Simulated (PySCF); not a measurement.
## Electronic structure of C4H7BO3 (SMILES O=CC1COBOC1) in real space

The calculation's input:

```
{"job": {"kind": "uv", "xc": "CAM-B3LYP", "basis": "def2-SVPD", "ip": true}, "charge": 0, "multiplicity": 1}
O      2.878191     0.067282    -0.943348
C      2.009761    -0.159994    -0.147281
C      0.535113    -0.019232    -0.425223
C     -0.245880    -1.243908     0.043274
O     -1.635502    -1.050286    -0.055819
B     -2.169802     0.197227     0.004552
O     -1.410359     1.310863     0.175585
C     -0.012640     1.216622     0.292878
H      2.259858    -0.485187     0.899276
H      0.412922     0.114276    -1.512163
H      0.014817    -1.477366     1.092566
H      0.017531    -2.125956    -0.561025
H     -3.362116     0.321845    -0.100912
H      0.430607     2.129794    -0.132612
H      0.261769     1.185273     1.363904
```

Run with:

```sh
OMP_NUM_THREADS=1 python probes_run.py task.json out
```

Geometry: PBE0-D3(BJ)/def2-SVP.

Theory: CAM-B3LYP/def2-SVPD, SCF density, gas phase (PySCF).

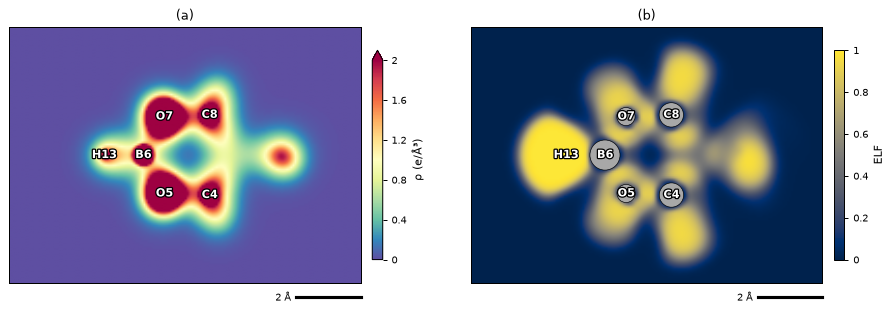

Figure 1. (a) electron density; (b) electron localisation function on the plane of atoms O7, B6 and H13. Grey discs cover the atomic cores in the ELF map.

What do the fields say about this system?

Answer. Atoms in the plane: C, O, B and H.
B–O (1.36 Å): ρ is about 2.1 e/Å³ halfway; the ELF peaks at about 0.90 between the atoms (a polar covalent bond).
B–H (1.20 Å): ρ at the midpoint is about 1.2 e/Å³; the ELF climbs to about 1 towards the hydrogen, as it does in any bond to H (a covalent bond by its length).
The ELF also peaks beside O5 and O7, away from the bonds: lone-pair regions.

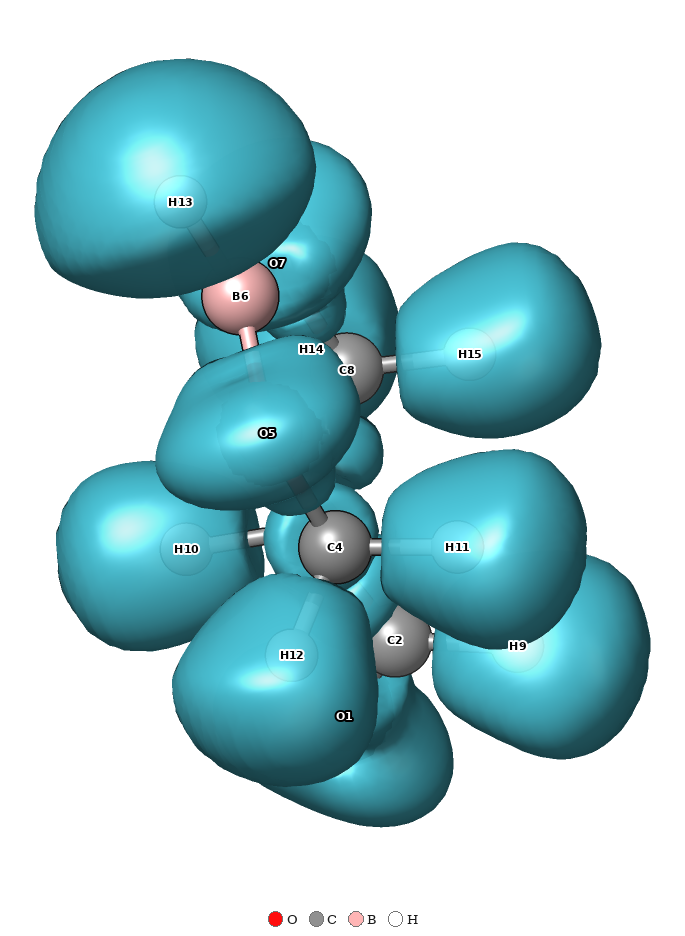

Figure 2. Isosurface of the electron localisation function at 0.75 (cyan), seen at an oblique angle. Core shells and regions of very low density are left out.

Identify the bonds, lone pairs and shells in this picture.

Answer. The surface consists of three regions between bonded C–C atoms (shared pairs), seven regions around hydrogen nuclei and three regions on O in which the atom's valence shell and bonds are merged.


C–O (1.20 Å): the ELF peaks at about 0.85 between the atoms; a short, multiple covalent bond.

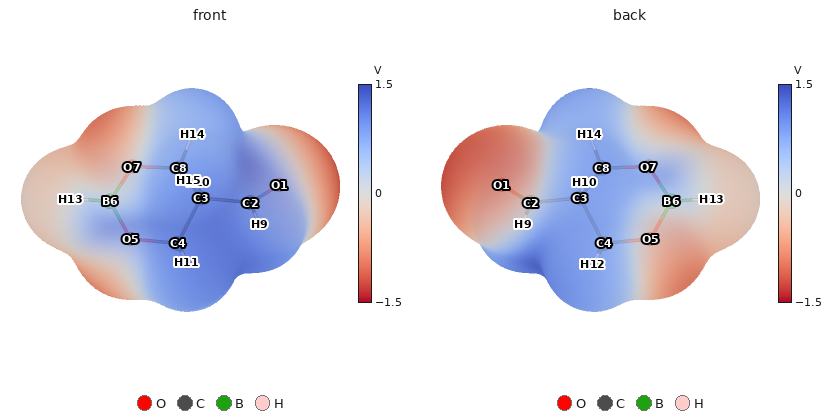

Figure 3. The electrostatic potential painted on the density surface at 0.001 e/bohr³, seen from the front and from behind; red is negative and blue positive.

Which sites attract a positive test charge, and which a negative one?

Answer. A positive charge is drawn to the negative regions and a negative charge to the positive ones. The most negative region (about −1.2 V) lies over O1, the most positive (about +1.3 V) over the C and H atoms. O1 is the likeliest acceptor of a hydrogen bond.

How polar is the molecule by this calculation?

Answer. Its dipole moment is 1.83 D.

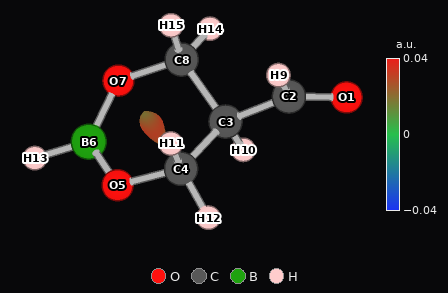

Figure 4. Non-covalent interaction (NCI) plot: the surface where the reduced density gradient is 0.5, for densities under 0.05 a.u., coloured by sign(λ₂)ρ; seen at a tilt.

What holds or crowds the atoms apart from the covalent bonds?

Answer. Inside the ring or cage of C3, C4, O5, B6, O7 and C8: steric crowding (red).
